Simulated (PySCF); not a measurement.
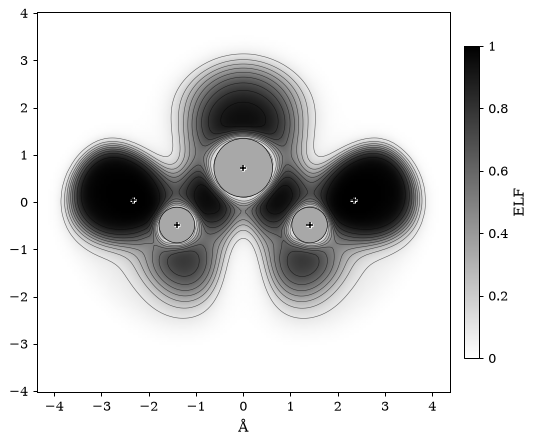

The ELF on a plane through atoms (crosses mark nuclei in the plane; grey discs cover the cores).

Computed with CAM-B3LYP/def2-SVPD, SCF density, gas phase in PySCF 2.14.0.

Candidates:
A. C$_{4}$H$_{10}$O$_{2}$ (SMILES COCCCO)
B. C$_{2}$H$_{9}$GeP (SMILES C[P](C)[GeH3])

Q: Which candidate gave the map?

A: Candidate B: C$_{2}$H$_{9}$GeP on the plane of atoms C1, P2 and C3, which holds C, P and H. C–P (1.86 Å): the ELF peaks at about 0.95 between the atoms: a shared electron pair. C–H (1.09 Å): the ELF climbs to about 1 towards the hydrogen, as it does in any bond to H: an ordinary covalent bond to hydrogen.
